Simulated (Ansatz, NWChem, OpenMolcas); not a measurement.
**A small benchmark: dipole moment**

6 molecules; the dipole moment in D, computed less measured. Shapes, held fixed at every level: PBE0-D4/def2-TZVP. No vibrational averaging. Dipoles are compared by magnitude; molecules under 1 D, whose direction can flip, are left out. Programs: Ansatz 0.2.0, NWChem 7.3.0, OpenMolcas 26.06. Measured values: NIST CCCBDB.

Levels: A = B3LYP/6-31G* (Cartesian functions); B = PBE0/def2-SVP; C = B3LYP-D4/def2-TZVPP.

| molecule | measured | A | B | C |
| --- | --- | --- | --- | --- |
| HCl (hydrogen chloride) | 1.08 | +0.38 | +0.29 | +0.11 |
| H2O (SMILES O) | 1.85 | +0.22 | +0.15 | +0.09 |
| CH2F2 (difluoromethane) | 1.97 | -0.28 | -0.11 | -0.10 |
| SCl2O2 (sulfuryl chloride) | 1.81 | -0.33 | -0.18 | +0.05 |
| C2H5N (N-methylmethanimine) | 1.53 | -0.12 | -0.09 | -0.06 |
| C3H6O (propylene oxide) | 2.01 | -0.08 | -0.04 | -0.09 |

**Question.** Sum up the errors.

**Answer.** 
```tsv
level	kind	mean error	mean absolute error	worst case
B3LYP/6-31G* (Cartesian functions)	global hybrid	-0.035	0.235	HCl
PBE0/def2-SVP	global hybrid	+0.003	0.143	HCl
B3LYP-D4/def2-TZVPP	global hybrid	0.000	0.083	HCl
```

On this set B3LYP-D4/def2-TZVPP has the smallest mean absolute error and B3LYP/6-31G* (Cartesian functions) the largest. B3LYP/6-31G* (Cartesian functions) is too low in 4 of 6; PBE0/def2-SVP is too low in 4 of 6. The levels differ in basis as well as in method. The tabulated value of HCl is in doubt (older tables, estimates, or at odds with other calculations) and kept here. Over the 5 molecules whose values aren't doubted the mean absolute errors are A 0.206; B 0.114; C 0.078. The set is small.

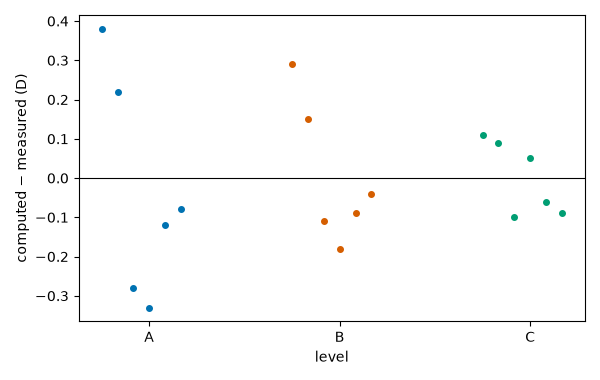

Errors of each level, one point a molecule.
